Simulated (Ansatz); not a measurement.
## Electronic structure of H8Si3 (SMILES [SiH2]([SiH3])[SiH3]) in real space

```
atom    x (Å)    y (Å)    z (Å)
  Si  -0.0946  -0.4867  -0.8430
  Si   1.7095   0.9658  -0.3286
  Si  -1.6393  -0.6047   0.9541
   H   0.4340  -1.8463  -1.1274
   H  -0.7918   0.0064  -2.0594
   H   2.6701   1.0338  -1.4567
   H   1.1937   2.3299  -0.0537
   H   2.4201   0.4763   0.8788
   H  -2.7635  -1.5143   0.6246
   H  -2.1823   0.7467   1.2394
   H  -0.9558  -1.1069   2.1719
```

All numbers below come from Hartree-Fock, Gaussian basis def2-SVP (Ansatz).

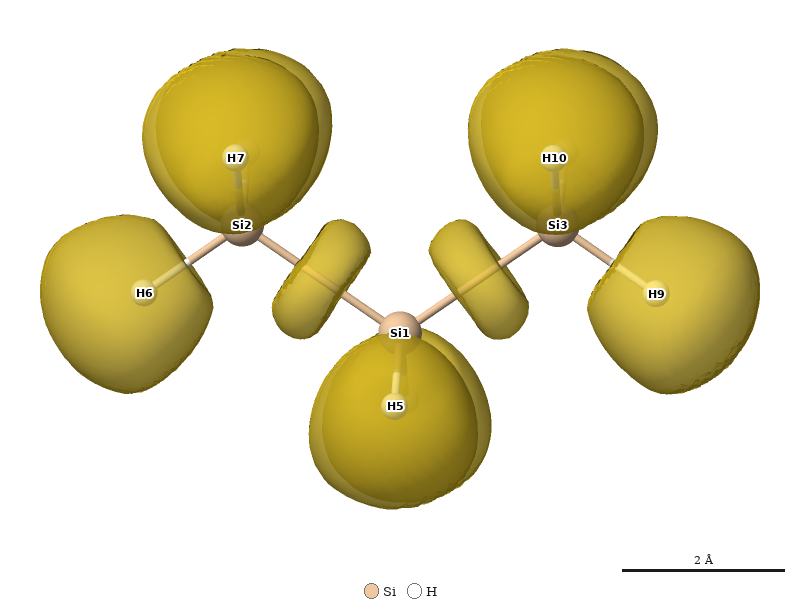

Figure 1. Isosurface of the electron localisation function at 0.85 (yellow), seen across its widest extent. Core shells and regions of very low density are left out.

**Identify the bonds, lone pairs and shells in this picture.**

The surface consists of two regions between bonded Si–Si atoms (shared pairs) and eight regions around hydrogen nuclei. Profiles from the grid: Si–Si (2.37 Å): the ELF peaks at about 1 between the atoms; a covalent bond. Si–H (1.48 Å): the ELF climbs to about 1 towards the hydrogen, as it does in any bond to H.

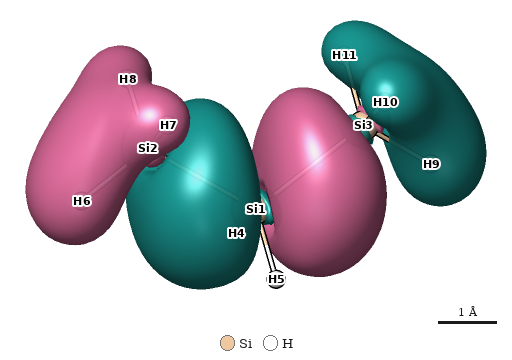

Figure 2. The HOMO at ±0.06 Å⁻³ᐟ² (teal and pink are the two phases), seen at a tilt.

**Describe this orbital and give its energy.**

It lies mainly on Si1 (about 35 %), Si2 (about 25 %) and Si3 (about 25 %). Its energy is −10.49 eV.

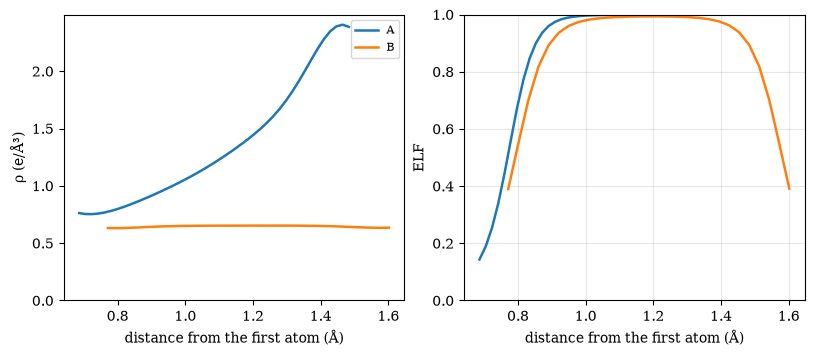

Figure 3. Total electron density and ELF along straight lines between neighbouring atoms. The curves leave out the atomic cores.

**Which curve belongs to which contact (Si–H and Si–Si)? The first atom named is at distance zero.**

Curve A: Si–H (1.48 Å): ρ at the midpoint is about 0.76 e/Å³; the ELF climbs to about 1 towards the hydrogen. Curve B: Si–Si (2.37 Å): the density is about 0.65 e/Å³ at the midpoint; the ELF peaks at about 1 between the atoms: localised, covalent bonding.

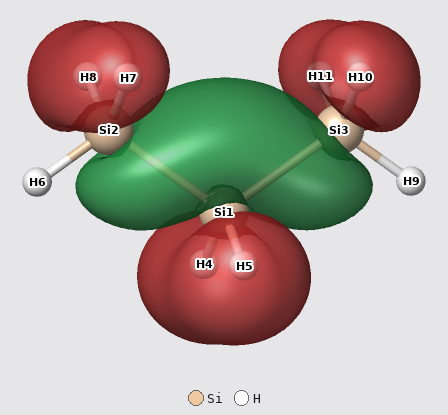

Figure 4. The HOMO−1 at ±0.06 Å⁻³ᐟ² (green and red are the two phases), seen at a tilt.

**Describe this orbital and give its energy.**

By Hirshfeld shares it lies mainly on Si1 (about 35 %), Si2 (about 15 %), Si3 (about 15 %), H4 (about 10 %) and H5 (about 10 %). Its energy is −11.51 eV.
